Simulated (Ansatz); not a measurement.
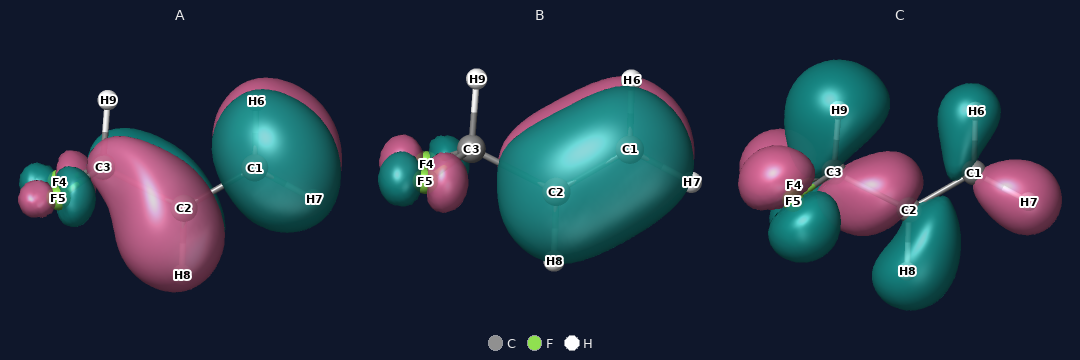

The picture shows: C₃H₄F₂ (SMILES C=CC(F)F). Three frontier orbitals at ±0.1 Å⁻³ᐟ² (teal and pink are the two phases), in no order.

Geometry: PBE0-D3(BJ)/def2-SVP.

Level of theory: isolated molecule in a Gaussian basis; Kohn-Sham density functional theory, functional PBE0 in Ansatz.

```yaml
atoms:
  - { symbol: C, position_ang: [-1.9147, -0.3917, 0.8494] }
  - { symbol: C, position_ang: [-1.4479, -0.3166, -0.3943] }
  - { symbol: C, position_ang: [-0.4097, 0.6662, -0.8143] }
  - { symbol: F, position_ang: [0.6717, 0.0186, -1.3089] }
  - { symbol: F, position_ang: [-0.8879, 1.4533, -1.8070] }
  - { symbol: H, position_ang: [-1.5510, 0.2770, 1.6365] }
  - { symbol: H, position_ang: [-2.6767, -1.1215, 1.1329] }
  - { symbol: H, position_ang: [-1.8050, -0.9810, -1.1888] }
  - { symbol: H, position_ang: [-0.0783, 1.3148, 0.0162] }
```

> Order the three orbitals by energy and name them.

C is the HOMO−1 (−9.70 eV). It lies mainly on C3 (about 20 %), F4 (about 20 %), F5 (about 20 %), C2 (about 15 %) and H9 (about 10 %). B is the HOMO (−8.53 eV). By Hirshfeld shares it lies mainly on C1 (about 40 %) and C2 (about 40 %); π-bonding across C1–C2. A is the LUMO (−0.69 eV). By Hirshfeld shares it lies mainly on C1 (about 40 %), C2 (about 30 %), C3 (about 5 %) and H7 (about 5 %); π-antibonding (π*) across C1–C2.

> What is the HOMO–LUMO gap?

7.84 eV between the orbital energies.
